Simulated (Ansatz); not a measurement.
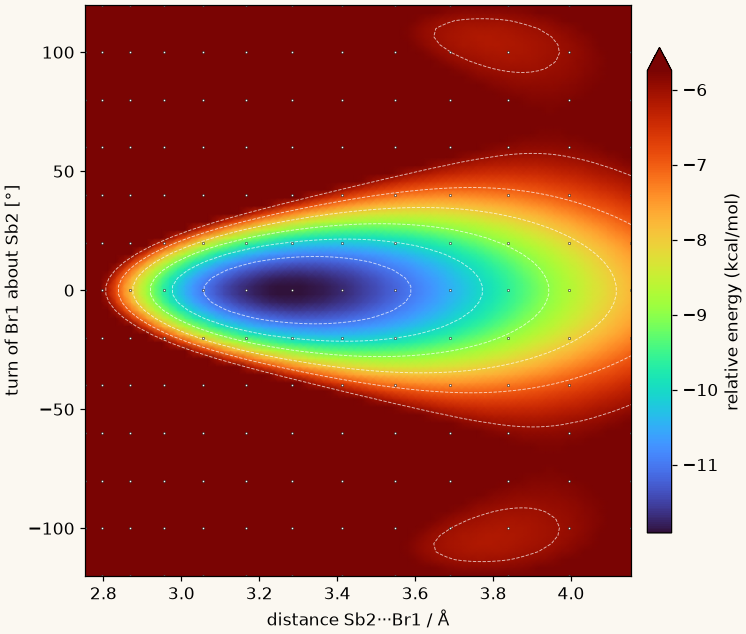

The pair Br···H₃Sb, charge −1. 
- The turn is about an axis along (−0.10, −0.99, −0.05) in the frame of the relaxed pair, normal to the line between the partners.
- First axis: distance Sb2···Br1. Second axis: turn of Br1 about Sb2.
- The grid has 13 × 13 points; 114 points were computed and 55 follow by symmetry.
- Points are written as (first, second).
- Energies are in kcal/mol, from the ion and the molecule far apart, frozen as in the relaxed pair, each in its own basis (no counterpoise correction).
- Level of theory: RKS B3LYP-D4/def2-TZVPD in Ansatz.

In the figure: a smooth colour map with a few white contour lines, dots at the grid points, one colour for all values above the top of the scale. Between grid points the surface is interpolated.

**Where is the minimum, and how stiff is the well along each coordinate?**

The interpolated minimum is at distance Sb2···Br1 ≈ 3.279 Å, turn of Br1 about Sb2 ≈ 0°. The curvatures there are about 1.2 eV/Å² and 1.4 eV/rad², with a cross term of about 0 eV/(Å·rad). Round the minimum the two coordinates are nearly uncoupled. (1 eV is 23.1 kcal/mol.)
